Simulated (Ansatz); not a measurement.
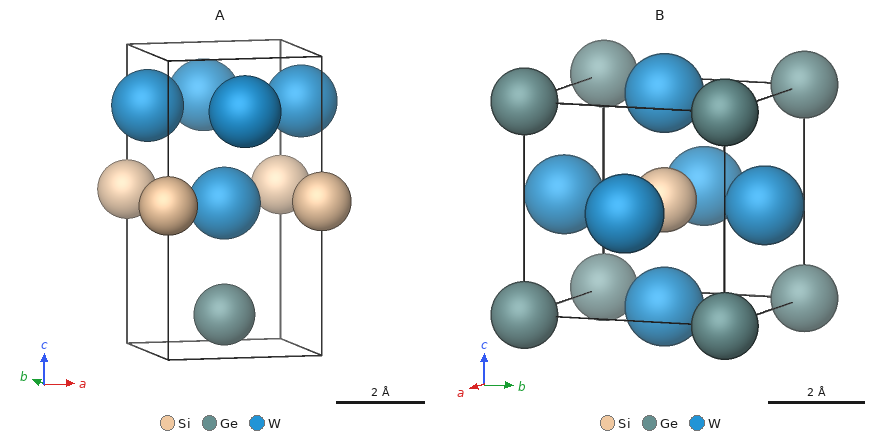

Two structures of SiGeW3, each relaxed to rest (conventional cells in solid outline, small ones repeated, not to one scale). Method: DFT PBE, scalar-relativistic, plane waves, PAW (Ansatz), without spin polarisation.

Describe A and B.

A: 5 atoms a cell on a primitive tetragonal lattice, P4mm. B: cubic antiperovskite, Pm-3m.

What is the energy order of the two?

A is lower, by 973 meV/atom at this level of theory (energies at zero smearing). Volumes: A 18.4, B 18.2 Å³/atom.

One or both may be structure types tried for this composition rather than known phases.
